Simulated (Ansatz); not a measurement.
## Electronic structure of BHO2 in real space

The calculation's input:

```
crystal:
  periodic: [false, false, false]
  atoms:
    - {symbol: B, position_ang: [0.000000, 0.000000, -0.652011]}
    - {symbol: O, position_ang: [0.000000, 0.000000, 0.577857]}
    - {symbol: O, position_ang: [0.000000, 0.000000, 1.905594]}
    - {symbol: H, position_ang: [0.000000, 0.000000, -1.831439]}
basis:
  gaussian:
    orbitals: def2-TZVPD
hamiltonian:
  xc: pbe0
output:
  forces: true
  orbitals: {seedname: orbitals}
```

Launched as:

```sh
ansatz run input.yaml --threads 1 --pin off --max-ram 2610MiB --events-out events.jsonl --progress --plain --runs-dir runs
```

Geometry: BLYP-D3(BJ)/def2-SVP.

Level of theory: isolated molecule in a Gaussian basis; Kohn-Sham density functional theory, functional PBE0 in Ansatz 0.2.0.

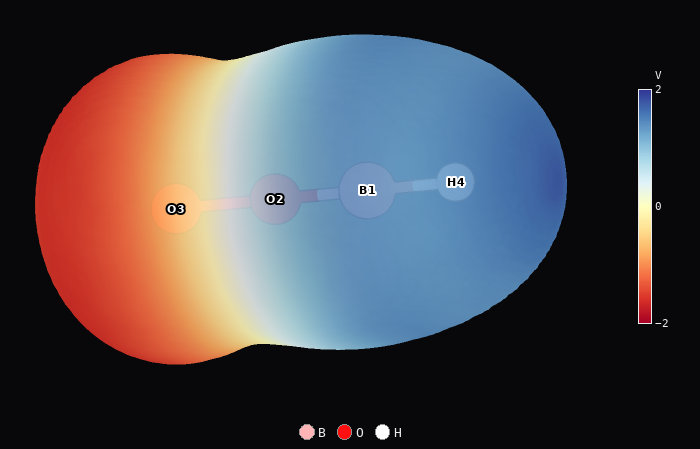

Figure 1. The molecular electrostatic potential painted on the density surface at 0.001 e/bohr³, seen at a tilt; the colour scale runs from red (negative) to blue (positive).

### Describe the electrostatic potential map.

The most negative region (about −1.6 V) lies over O3, the most positive (about +1.7 V) over H4. O3 is the likeliest acceptor of a hydrogen bond.

### How polar is the molecule by this calculation?

Its dipole moment is 4.77 D.

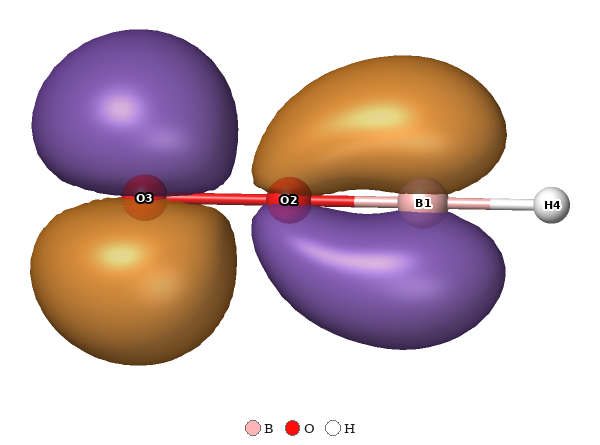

Figure 2. The HOMO at ±0.1 Å⁻³ᐟ² (orange and purple are the two phases), seen from one side.

### Where does this orbital lie, and at what energy?

By Hirshfeld shares it lies mainly on O3 (about 75 %), B1 (about 15 %) and O2 (about 10 %); largely a lone pair of O3. It is one of a degenerate set, so its orientation is arbitrary. Its energy is −7.16 eV.

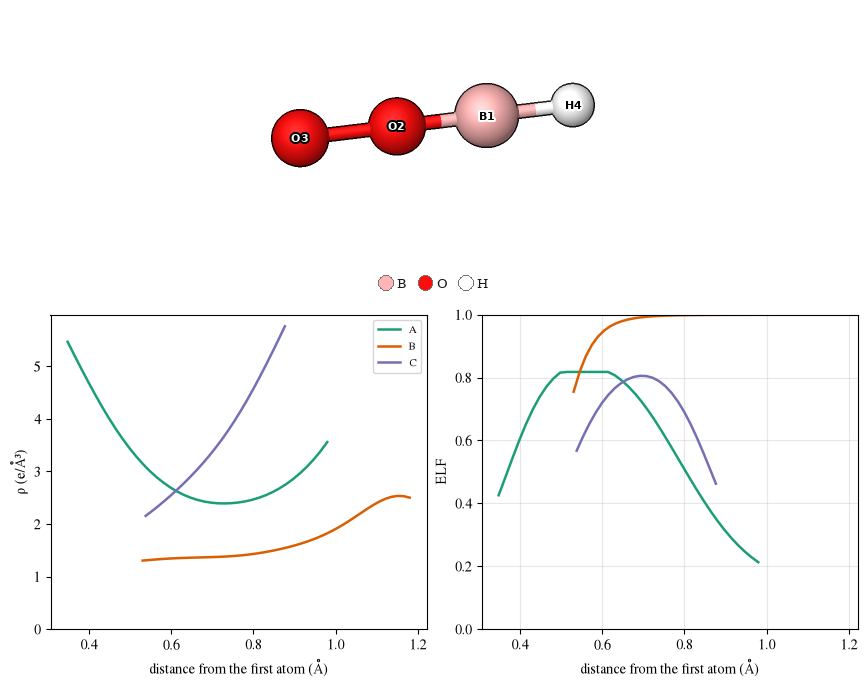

Figure 3. Total electron density and ELF along straight lines between neighbouring atoms. The curves leave out the atomic cores. The structure is drawn too.

### Which curve belongs to which contact (B–H, B–O and O–O)? The first atom named is at distance zero.

Curve A: O–O (1.33 Å): ρ at the midpoint is about 2.5 e/Å³; the ELF peaks at about 0.80 between the atoms: a shared electron pair. Curve B: B–H (1.18 Å): the density is about 1.3 e/Å³ at the midpoint; the ELF climbs to about 1 towards the hydrogen, as it does in any bond to H; an ordinary covalent bond to hydrogen. Curve C: B–O (1.23 Å): the density is about 2.7 e/Å³ at the midpoint; the ELF peaks at about 0.80 between the atoms: a polar covalent bond.
